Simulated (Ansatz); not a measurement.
**CH5BS···H2O: density, localisation and related maps**

The calculation's input:

```
crystal:
  periodic: [false, false, false]
  atoms:
    - { symbol: B, position_ang: [0.0, 0.0, 0.0] }
    - { symbol: O, position_ang: [0.0, 0.0, 1.76] }
    - { symbol: H, position_ang: [-0.9095, -0.2814, 2.0971] }
    - { symbol: C, position_ang: [1.3856, 0.0, -0.8] }
    - { symbol: H, position_ang: [1.7152, -1.0462, -0.9702] }
    - { symbol: H, position_ang: [1.2491, 0.508, -1.7774] }
    - { symbol: H, position_ang: [2.1552, 0.5381, -0.2082] }
    - { symbol: H, position_ang: [-1.0305, 0.0, -0.595] }
    - { symbol: S, position_ang: [0.0982, 2.076, 0.6906] }
    - { symbol: H, position_ang: [0.6507, 2.1151, 1.9763] }
    - { symbol: H, position_ang: [0.0529, 1.1186, 1.6867] }
basis:
  gaussian: { orbitals: "6-31G*" }
hamiltonian:
  xc: b3lyp
  dispersion: d4
relax:
  f_tol: 0.15
  max_steps: 25
  restrain:
    - { distance: [0, 8], at: 1.89, k: 30.0 }
    - { distance: [10, 1], at: 1.01, k: 30.0 }
    - { distance: [0, 1], at: 2.61, k: 30.0 }
    - { distance: [10, 8], at: 2.6, k: 30.0 }
output:
  orbitals: {}
```

Command:

```sh
ansatz run input.yaml --threads 1 --pin off --max-ram 2048MiB --backend cpu --events-out ev --progress --plain --runs-dir out
```

The fields are those of the run's last geometry, not of the input's.

Not at a stationary point (largest force 0.7 eV/Å).

All numbers below come from Ansatz 0.2.0, RKS B3LYP-D4/6-31G*.

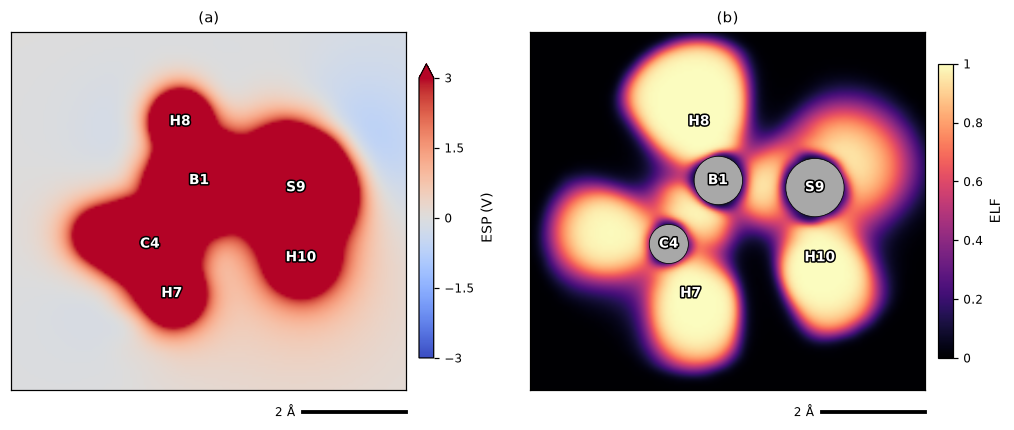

Figure 1. (a) molecular electrostatic potential; (b) electron localisation function on the plane of atoms B1, S9 and H10. Grey discs cover the atomic cores in the ELF map.

### What does the map show?

- The plane passes through B, C, H and S nuclei.
- C–B (1.56 Å): the ELF peaks at about 1 between the atoms: a covalent bond.
- B–S (1.87 Å): the ELF peaks at about 0.95 between the atoms (localised, covalent bonding).
- C–H (1.10 Å): the ELF climbs to about 1 towards the hydrogen, as it does in any bond to H (a covalent bond by its length).
- B–H (1.19 Å): the ELF climbs to about 1 towards the hydrogen: an ordinary covalent bond to hydrogen.
- S–H (1.35 Å): the ELF climbs to about 1 towards the hydrogen.
- The ELF also peaks beside S9, away from the bonds: lone-pair regions.
- Outside the dense part of the complex the potential is most negative (−0.6 V) near S9.

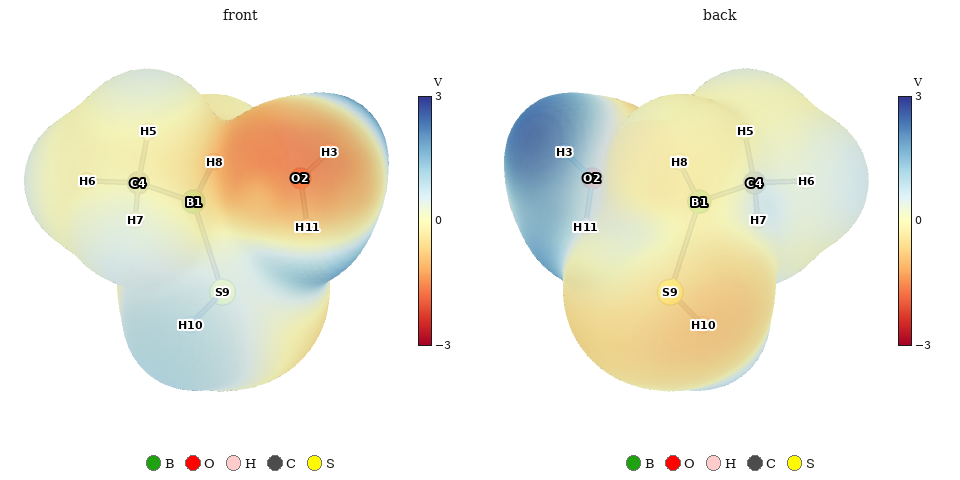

Figure 2. The molecular electrostatic potential painted on the density surface at 0.002 e/bohr³, seen from the front and from behind; the colour scale runs from red (negative) to blue (positive).

### Which sites attract a positive test charge, and which a negative one?

A positive charge is drawn to the negative regions and a negative charge to the positive ones. The most negative region (about −1.6 V) lies over O2, the most positive (about +2.4 V) over H3. O2 is the likeliest acceptor of a hydrogen bond.

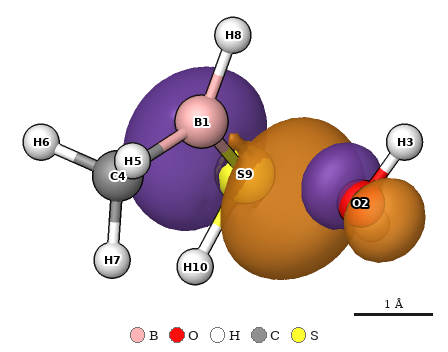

Figure 3. The HOMO at ±0.15 Å⁻³ᐟ² (orange and purple are the two phases), seen from one side.

### Where does this orbital lie, and at what energy?

Its weight (Hirshfeld) is mainly on S9 (about 75 %), O2 (about 10 %) and B1 (about 5 %); largely a lone pair of S9. Its energy is −7.32 eV.

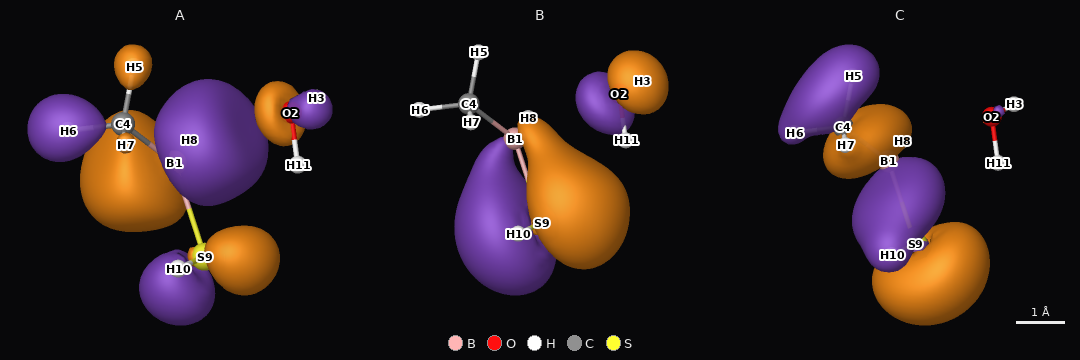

Figure 4. Three frontier orbitals at ±0.1 Å⁻³ᐟ² (orange and purple are the two phases), in no order.

### Order the three orbitals by energy and name them.

C is the HOMO−1 (−8.39 eV). It lies mainly on S9 (about 55 %), C4 (about 15 %) and B1 (about 15 %). B is the HOMO (−7.32 eV). By Hirshfeld shares it lies mainly on S9 (about 75 %), O2 (about 10 %) and B1 (about 5 %); largely a lone pair of S9. A is the LUMO (−0.29 eV). Its weight (Hirshfeld) is mainly on B1 (about 50 %), S9 (about 15 %), C4 (about 10 %) and H8 (about 5 %).

### What is the HOMO–LUMO gap?

7.03 eV between the orbital energies.
